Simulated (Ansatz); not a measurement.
# B2H (doublet): inputs that go wrong at angle B2–B1–H3 = 155.2°

3 inputs are run for B2H (doublet) as typed; the log has to tell whether the result can be used and what must change.

The runs use Ansatz 0.2.0, Gaussian basis; the settings change from run to run.

13 further runs of the same task are left out: 11 that didn't finish, 2 set aside as unsound or not needed.

## 1. The system

The geometry derives from a PBE0/def2-TZVP stationary point (not a proven minimum). One angle is set to the value named; bond lengths are kept.

3 atoms, charge 0, spin multiplicity 2.

Atoms are counted from 1 here; the program's logs count them from 0.

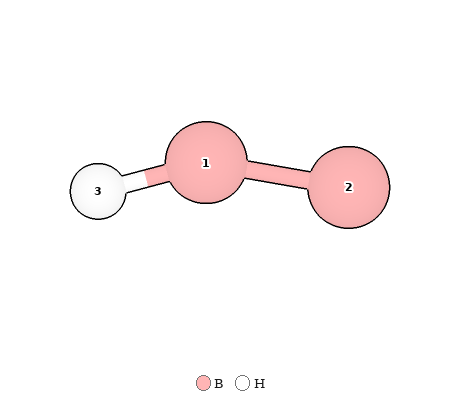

The structure; boron pink, hydrogen white; atoms are numbered from 1 in the order of the file.

As a file:

```
B    -0.1675    0.0000    0.6593
B     0.1595    0.0000   -0.8279
H     0.0854    0.0000    1.8092
```

## 2. Try 1

Input file in.yaml:

```yaml
crystal:
  periodic: [false, false, false]
  atoms:
    - {symbol: B, position_ang: [-0.167470, 0.000000, 0.659255]}
    - {symbol: B, position_ang: [0.159510, 0.000000, -0.827935]}
    - {symbol: H, position_ang: [0.085369, 0.000000, 1.809232]}
basis:
  gaussian: {orbitals: 6-31G}
magnetization: {spin_polarized: false, initial_magnetization: 1}
correlation: {active_space: {window: {electrons: 3, orbitals: 3}, places: [1, 2]}}
scf: {lower_state_search: off}
```

The run is started by

```console
ansatz run in.yaml --threads 1 --pin off --events-out ev --progress --plain --max-ram 2393MiB
```

The program printed:

```text
Error: invalid value for `correlation.active_space`: name one of window, places and ras
```

Wall time 0.07 s (1 thread of Intel Xeon at 2.50GHz, shared host).

Diagnosis: The run was refused. The active space is defined twice. Cure: keep one definition.

## 3. Try 2

Input file in.yaml:

```yaml
crystal:
  periodic: [false, false, false]
  atoms:
    - {symbol: B, position_ang: [-0.167470, 0.000000, 0.659255]}
    - {symbol: B, position_ang: [0.159510, 0.000000, -0.827935]}
    - {symbol: H, position_ang: [0.085369, 0.000000, 1.809232]}
basis:
  gaussian: {orbitals: "6-31++G**"}
correlation: {method: sc_nevpt2, electrons: all, active_space: {window: {electrons: 3, orbitals: 3}}}
magnetization: {spin_polarized: true, initial_magnetization: 1}
```

The command is unchanged.

The program printed:

```text
Error: invalid value for `correlation.active_space`: it starts from restricted Hartree–Fock orbitals; set hamiltonian.xc: hf without magnetization.spin_polarized
```

Wall time 0.03 s (1 thread of Intel Xeon at 2.50GHz, shared host).

Diagnosis: The run was refused. An active space is asked on unrestricted orbitals. To mend it, drop spin_polarized: true.

## 4. Try 3

Input file in.yaml:

```yaml
crystal:
  periodic: [false, false, false]
  atoms:
    - {symbol: B, position_ang: [-0.167470, 0.000000, 0.659255]}
    - {symbol: B, position_ang: [0.159510, 0.000000, -0.827935]}
    - {symbol: H, position_ang: [0.085369, 0.000000, 1.809232]}
basis:
  gaussian: {orbitals: "6-31G*", fitting: {mean_field: def2-universal-jkfit}}
magnetization: {spin_polarized: false, initial_magnetization: 1}
correlation: {method: fic_mrcisd_q, electrons: outside_noble_gas, active_space: {window: {electrons: 3, orbitals: 3}, states: [{multiplicity: 2, irrep: E1u, weights: [1]}]}}
```

The command is unchanged.

The program printed:

```text
Functional definition: HF
  name "HF"
  cite "Fock, Z. Phys. 61, 126 (1930) doi:10.1007/BF01340294"
  parent pbe
  exchange = exact_x
  correlation = 0
the irreps are read with x along [1.000, 0.000, 0.000], y along [0.000, -0.000, -1.000] and z along [0.000, 1.000, -0.000] of the geometry given
168 factors; integrals over basis functions are off by at most 7.4e-2 eV
mean field evaluation 1: about -1351.7758 eV, gradient 1.0e1 eV
mean field evaluation 2: about -1352.3965 eV, gradient 3.6e0 eV
mean field evaluation 4: about -1352.5255 eV, gradient 6.1e-1 eV
mean field evaluation 8: about -1352.5540 eV, gradient 1.9e-2 eV
mean field evaluation 16: about -1352.7405 eV, gradient 3.2e-5 eV
mean field evaluation 32: about -1352.7405 eV, gradient 1.6e-6 eV
mean field evaluation 64: about -1352.3721 eV, gradient 2.8e0 eV
mean field evaluation 96: about -1352.5532 eV, gradient 1.2e0 eV
mean field evaluation 128: about -1352.5058 eV, gradient 1.0e0 eV
mean field -1352.84129624 eV, -49.7160006479 hartree, gradient 4.5e-6 eV, S^2 0.750000; 15 other end points of the search recorded, 0 dependent functions left out
reference -1352.84129624 eV, -49.7160006479 hartree; 6, 5 occupied and 26, 27 virtual orbitals, 168 factors
Error: the irrep E1u is not accepted for these orbitals, which take A', A'', or 1 to 2
```

It took 3.1 s on 1 thread of Intel Xeon at 2.50GHz, shared host.

**Diagnosis.** The run stopped with an error. The symmetry label isn't in the molecule's group. Cure: name an irrep that the log lists.

## 5. Summary

```tsv
try	level	ended	cause	time
1	CASSCF(3,3)/6-31G	refused	the active space is defined twice	0.07 s
2	NEVPT2(3,3)/6-31++G**	refused	an active space is asked on unrestricted orbitals	0.03 s
3	MRCISD+Q(3,3)/6-31G*	stopped by an error	the symmetry label isn't in the molecule's group	3.1 s
```

2 refused, 1 stopped by an error.
